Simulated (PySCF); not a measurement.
# C₃H₉NO₂Si₂: what the fields show

Input

```
{"job": {"kind": "nmr", "xc": "PBE0", "basis": "pcSseg-1"}, "charge": 0, "multiplicity": 1}
N      0.749522    -1.116586    -1.066970
Si     0.810121     0.524043    -0.555969
Si     2.584710     0.810763     0.895324
C     -0.834294     0.769512     0.403008
O     -1.183889     1.855803     0.788479
C     -1.709644    -0.469425     0.681067
C     -2.542986    -0.630814    -0.541903
O     -2.179507    -1.180204    -1.551546
H     -0.103112    -1.460744    -1.494390
H      1.549628    -1.525426    -1.521568
H      0.700873     1.546384    -1.614405
H      2.901136     2.225113     1.093262
H      2.358603     0.234042     2.224775
H      3.800217     0.181711     0.367092
H     -1.046184    -1.321646     0.814622
H     -2.329600    -0.285454     1.557017
H     -3.532591    -0.145043    -0.487804
```

Command:

```sh
OMP_NUM_THREADS=1 python probes_run.py task.json out
```

Geometry: GFN2-xTB.

These are results of PySCF 2.14.0, PBE0/pcSseg-1, SCF density, gas phase, non-relativistic, not measurements.

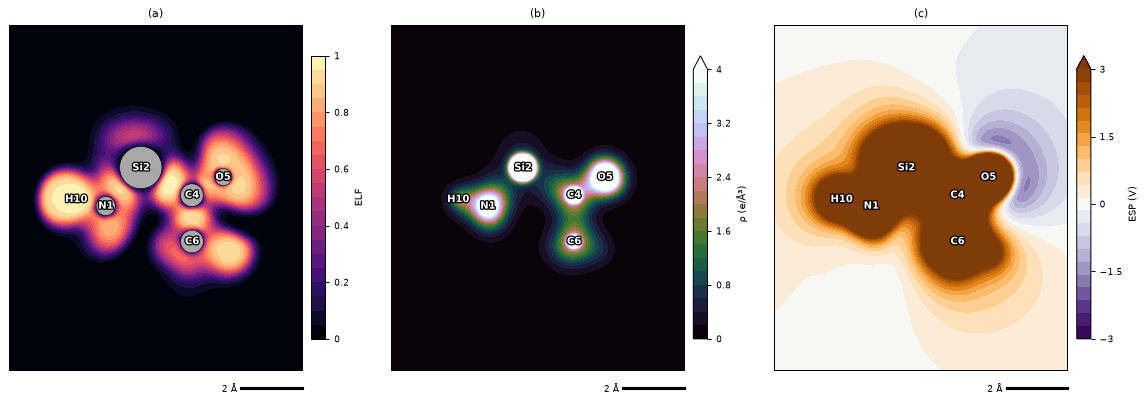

Figure 1. (a) electron localisation function; (b) electron density; (c) molecular electrostatic potential on the plane of atoms N1, Si2 and C4. Grey discs cover the atomic cores in the ELF map.

> Read the bonding off the picture.

- The plane passes through N, Si, C, O and H nuclei.
- C–O (1.20 Å): the density is about 3.3 e/Å³ at the midpoint; the ELF peaks at about 0.85 between the atoms: a multiple bond.
- Si–N (1.72 Å): ρ is about 1.1 e/Å³ halfway; the ELF peaks at about 0.90 between the atoms, as expected for a shared but strongly polarised pair.
- C–Si (1.92 Å): ρ is about 0.92 e/Å³ halfway; the ELF peaks at about 1 between the atoms (a covalent bond).
- N–H (1.01 Å): ρ is about 2.8 e/Å³ halfway; the ELF climbs to about 1 towards the hydrogen, as it does in any bond to H: a covalent bond by its length.
- C–C (1.54 Å): ρ at the midpoint is about 1.6 e/Å³; the ELF peaks at about 0.95 between the atoms; a covalent bond.
- The ELF also peaks beside O5, away from the bonds: lone-pair regions.
- Outside the dense part of the molecule the potential is most negative (−1.6 V) near O5.

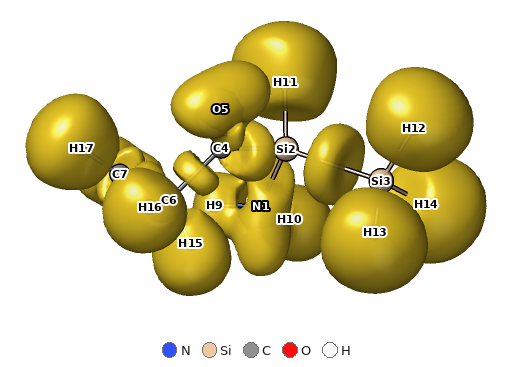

Figure 2. Isosurface of the ELF at 0.75 (yellow), seen from one side. Core shells and regions of very low density are left out.

> Describe the localisation domains.

The ELF exceeds this value in two regions between bonded C–C atoms (shared pairs), one region between bonded C–Si atoms (shared pairs), one region between bonded Si–Si atoms (shared pairs), seven regions around hydrogen nuclei, two regions on O in which the atom's valence shell and bonds are merged and one joined region spread over several atoms (H, N), in which their bonds and any lone pairs are merged. Profiles from the grid: C–C (1.49 Å): the ELF peaks at about 0.95 between the atoms: localised, covalent bonding.

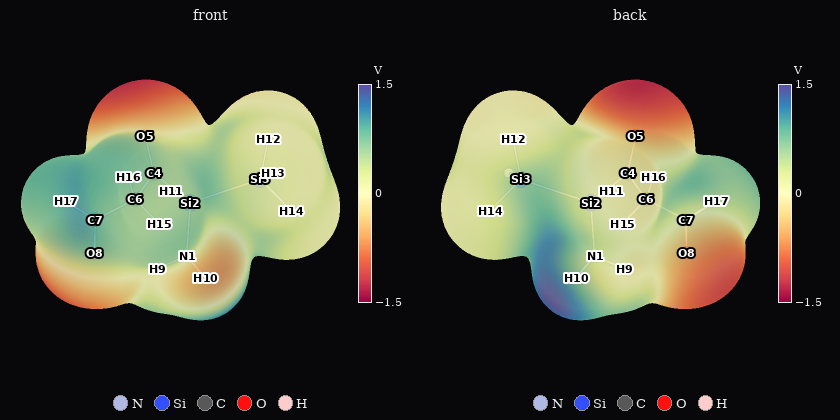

Figure 3. The electrostatic potential painted on the density surface at 0.001 e/bohr³, seen from the front and from behind; the colour scale runs from red (negative) to blue (positive).

> Describe the electrostatic potential map.

The most negative region (about −1.3 V) lies over O5, the most positive (about +1.4 V) over H10. O5 is the likeliest acceptor of a hydrogen bond.
